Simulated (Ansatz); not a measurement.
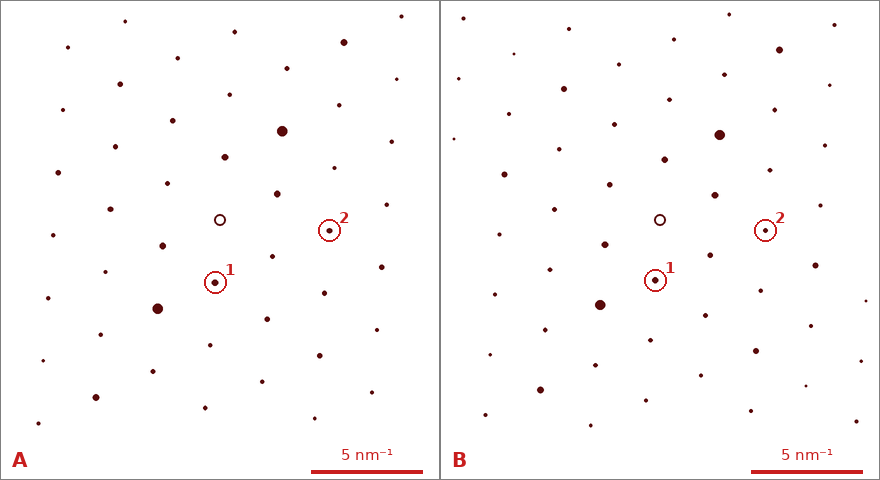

Kinematic electron diffraction patterns (200 kV, B = 0.5 Å², same scale) along [011] of the run's own cell, for the start and the end of one relaxation of NaTa4As3 with DFT, PAW plane waves, pbesol (Ansatz). k mesh 5×5×5. The start is a generated model structure, and the relaxation ends in the nearest stationary point of its symmetry, not necessarily the ground state. Spot 1 is -1 -1 1 and spot 2 is 1 -1 1 in both.

Start structure:

```
Na Ta As
1.0
     2.12468    3.68006    0.00000
    -2.12468    3.68006    0.00000
     0.00000   -2.45337   11.16342
Na Ta As
1 4 3
Cartesian
  0.0000 2.4534 5.5817
  0.0000 0.0000 3.0831
  0.0000 4.9067 8.0803
  0.0000 0.0000 10.0672
  0.0000 4.9067 1.0962
  0.0000 0.0000 7.5685
  0.0000 4.9067 3.5950
  0.0000 0.0000 0.0000
```

Question: Which pattern belongs to the start structure, and which to the relaxed one?

Answer: B is the start: its cell gives d(1) = 3.658 Å, d(2) = 2.087 Å and an angle of 88.8°. A is the relaxed structure, with d(1) = 3.514 Å (-4.0 %), d(2) = 2.007 Å (-3.8 %) and 89.0°.

Question: What did the relaxation do to the structure and the energy?

Answer: The volume changed by -6.0 % to 20.51 Å³ an atom; with the mean shift removed, the atoms moved by up to 0.45 Å relative to the cell (Ta most); the space group stayed R-3m (No. 166); the free energy fell by 280 meV an atom. Relaxed cell: a = 4.079 Å, b = 4.079 Å, c = 11.628 Å, α = 100.10°, β = 100.10°, γ = 60.00°.
